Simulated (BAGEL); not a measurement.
**UHF/3-21G (density fitting with qzvpp-jkfit) run of C2H6N (SMILES C[N]C)**

What is the energy change on altering one bond length of C2H6N at UHF/3-21G (density fitting with qzvpp-jkfit)? 

The calculation is run with BAGEL 1.2.2.

2 further runs of the same task are left out: 2 set aside as unsound or not needed. Runs told in other sessions of the task aren't counted.

## 1. The structure to begin with

C2H6N has 9 atoms, charge 0, and is taken as a doublet. SMILES: `C[N]C`. The coordinates come from a PBE0-D4/def2-TZVP relaxation.

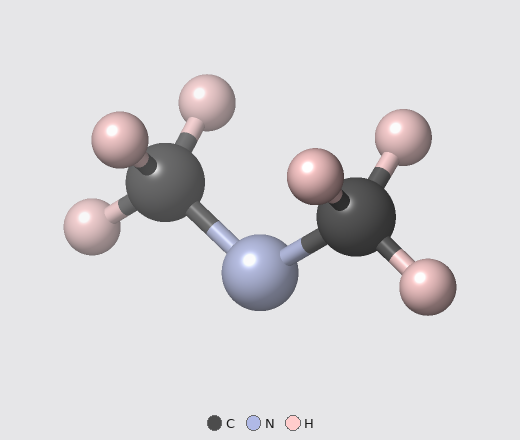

Viewed from a chosen angle; carbon dark grey, nitrogen light blue, hydrogen pink.

## 2. A single-point energy at UHF/3-21G (density fitting with qzvpp-jkfit)

job.json reads:

```json
{ "bagel" : [

{
  "title" : "molecule",
  "basis" : "3-21g",
  "df_basis" : "qzvpp-jkfit",
  "angstrom" : true,
  "geometry" : [
    { "atom" : "C", "xyz" : [   -0.237500,    0.857100,   -0.780700 ] },
    { "atom" : "N", "xyz" : [    0.449100,   -0.385400,   -0.632700 ] },
    { "atom" : "C", "xyz" : [    0.306100,   -0.915300,    0.684800 ] },
    { "atom" : "H", "xyz" : [   -1.312700,    0.746500,   -0.567800 ] },
    { "atom" : "H", "xyz" : [   -0.119300,    1.246400,   -1.792900 ] },
    { "atom" : "H", "xyz" : [    0.138800,    1.607400,   -0.067200 ] },
    { "atom" : "H", "xyz" : [   -0.753900,   -1.087700,    0.930800 ] },
    { "atom" : "H", "xyz" : [    0.845300,   -1.858500,    0.783100 ] },
    { "atom" : "H", "xyz" : [    0.684000,   -0.210600,    1.442500 ] }
  ]
},
{
  "title" : "uhf",
  "nopen" : 1
},
{
  "title" : "print",
  "file" : "orbitals.molden",
  "orbitals" : true
}

]}
```

On the command line:

```console
BAGEL_NUM_THREADS=1 BAGEL job.json > job.out
```

What it wrote:

```text
* using 1 threads per process

  ===============================================================
  ===============================================================

  *** Geometry ***

  { "atom" : "C", "xyz" : [     -0.448810,      1.619684,     -1.475309 ] },
  { "atom" : "N", "xyz" : [      0.848676,     -0.728300,     -1.195630 ] },
  { "atom" : "C", "xyz" : [      0.578445,     -1.729666,      1.294084 ] },
  { "atom" : "H", "xyz" : [     -2.480643,      1.410681,     -1.072986 ] },
  { "atom" : "H", "xyz" : [     -0.225444,      2.355355,     -3.388090 ] },
  { "atom" : "H", "xyz" : [      0.262294,      3.037546,     -0.126990 ] },
  { "atom" : "H", "xyz" : [     -1.424665,     -2.055455,      1.758957 ] },
  { "atom" : "H", "xyz" : [      1.597385,     -3.512056,      1.479845 ] },
  { "atom" : "H", "xyz" : [      1.292573,     -0.397976,      2.725930 ] },

  Number of auxiliary basis functions:      335

  Since a DF basis is specified, we compute 2- and 3-index integrals:
    o Being stored without compression. Storage requirement is 0.004 GB

  Number of basis functions:       39
  Number of electrons      :       25

    * METHOD: MOLECULE                             0.06

  *** Open-shell HF ***

  === Nuclear Repulsion ===
    77.2051366005

      * DIIS with orbital gradients will be used.

  === UHF iteration (3-21g) ===
      0       -132.78921183          0.04343280           0.01
      1       -132.86239161          0.01474994           0.01
      2       -132.87425438          0.00709180           0.01
      3       -132.87649658          0.00193692           0.01
      4       -132.87712139          0.00039224           0.01
      5       -132.87715529          0.00010387           0.01
      6       -132.87717077          0.00001370           0.01
      7       -132.87717473          0.00000654           0.01
      8       -132.87717661          0.00000305           0.01
      9       -132.87717731          0.00000121           0.01
     10       -132.87717740          0.00000044           0.01
     11       -132.87717740          0.00000037           0.01
     12       -132.87717741          0.00000025           0.01
     13       -132.87717741          0.00000005           0.01
     14       -132.87717741          0.00000002           0.01
     15       -132.87717741          0.00000002           0.01
     16       -132.87717741          0.00000001           0.01
     17       -132.87717741          0.00000001           0.01
    * SCF iteration converged.

    * S^2 (UHF) is 0.7607

    * Permanent dipole moment:
           (    0.425499,    -0.364439,    -0.598599) a.u.

    * METHOD: UHF                                  0.30

    * METHOD: PRINT                                0.00

  ===============================================================
```

Run time: 0.48 s. Hardware: 1 thread of Arm Neoverse V2, shared host.

## 3. The distorted shape, same level

hf.json reads:

```json
{ "bagel": [

{
  "title": "molecule",
  "basis": "3-21g",
  "df_basis": "qzvpp-jkfit",
  "angstrom": true,
  "geometry": [
    { "atom": "C", "xyz": [      -0.294172,       0.751420,      -0.894328 ] },
    { "atom": "N", "xyz": [       0.392428,      -0.491080,      -0.746328 ] },
    { "atom": "C", "xyz": [       0.249428,      -1.020980,       0.571172 ] },
    { "atom": "H", "xyz": [      -1.369372,       0.640820,      -0.681428 ] },
    { "atom": "H", "xyz": [      -0.175972,       1.140720,      -1.906528 ] },
    { "atom": "H", "xyz": [       0.082128,       1.501720,      -0.180828 ] },
    { "atom": "H", "xyz": [      -0.810572,      -1.193380,       0.817172 ] },
    { "atom": "H", "xyz": [       0.788628,      -1.964180,       0.669472 ] },
    { "atom": "H", "xyz": [       0.684000,      -0.210600,       1.442500 ] }
  ]
},

{
  "title": "uhf",
  "nopen": 1
},

{
  "title": "print",
  "file": "orbitals.molden",
  "orbitals": true
}

]}
```

On the command line:

```console
BAGEL_NUM_THREADS=1 BAGEL hf.json > hf.out
```

What it wrote:

```text
* using 1 threads per process

  ===============================================================
  ===============================================================

  *** Geometry ***

  { "atom" : "C", "xyz" : [     -0.555905,      1.419978,     -1.690035 ] },
  { "atom" : "N", "xyz" : [      0.741581,     -0.928007,     -1.410356 ] },
  { "atom" : "C", "xyz" : [      0.471351,     -1.929373,      1.079359 ] },
  { "atom" : "H", "xyz" : [     -2.587738,      1.210974,     -1.287712 ] },
  { "atom" : "H", "xyz" : [     -0.332539,      2.155648,     -3.602816 ] },
  { "atom" : "H", "xyz" : [      0.155199,      2.837840,     -0.341715 ] },
  { "atom" : "H", "xyz" : [     -1.531759,     -2.255161,      1.544231 ] },
  { "atom" : "H", "xyz" : [      1.490291,     -3.711762,      1.265119 ] },
  { "atom" : "H", "xyz" : [      1.292573,     -0.397976,      2.725930 ] },

  Number of auxiliary basis functions:      335

  Since a DF basis is specified, we compute 2- and 3-index integrals:
    o Being stored without compression. Storage requirement is 0.004 GB

  Number of basis functions:       39
  Number of electrons      :       25

    * METHOD: MOLECULE                             0.06

  *** Open-shell HF ***

  === Nuclear Repulsion ===
    76.6405009780

      * DIIS with orbital gradients will be used.

  === UHF iteration (3-21g) ===
      0       -132.77270727          0.04348485           0.01
      1       -132.84663402          0.01570996           0.01
      2       -132.85968374          0.00779347           0.01
      3       -132.86232341          0.00205128           0.01
      4       -132.86305745          0.00041647           0.01
      5       -132.86309666          0.00012819           0.01
      6       -132.86311576          0.00005714           0.01
      7       -132.86312177          0.00004801           0.01
      8       -132.86312637          0.00002457           0.01
      9       -132.86312526          0.00001052           0.01
     10       -132.86312639          0.00000585           0.01
     11       -132.86312748          0.00000220           0.01
     12       -132.86312768          0.00000135           0.01
     13       -132.86312772          0.00000112           0.01
     14       -132.86312773          0.00000091           0.01
     15       -132.86312774          0.00000031           0.01
     16       -132.86312774          0.00000021           0.01
     17       -132.86312774          0.00000017           0.01
     18       -132.86312774          0.00000010           0.01
     19       -132.86312774          0.00000004           0.01
     20       -132.86312774          0.00000003           0.01
     21       -132.86312774          0.00000001           0.01
     22       -132.86312774          0.00000001           0.01
    * SCF iteration converged.

    * S^2 (UHF) is 0.7634

    * Permanent dipole moment:
           (    0.449980,    -0.334329,    -0.549059) a.u.

    * METHOD: UHF                                  0.37

    * METHOD: PRINT                                0.00

  ===============================================================
```

It took 0.56 s on 1 thread of Arm Neoverse V2, shared host.

## 4. Summary of results

At UHF/3-21G (density fitting with qzvpp-jkfit):

| quantity | value |
| --- | --- |
| first shape: total energy | -132.87718 Eh |
| first shape: dipole moment | 2.08 D |
| first shape: ⟨S²⟩ | 0.761 |
| distorted shape: total energy | -132.86313 Eh |
| distorted shape: dipole moment | 1.99 D |
| distorted shape: ⟨S²⟩ | 0.763 |
| energy change with the C3–H9 bond stretched from 1.102 to 1.267 Å | 0.382 eV |

In words: With the C3–H9 bond stretched from 1.102 to 1.267 Å the energy rises by 0.38 eV (36.9 kJ/mol). The first shape isn't relaxed at this level, so the change isn't measured from a minimum.
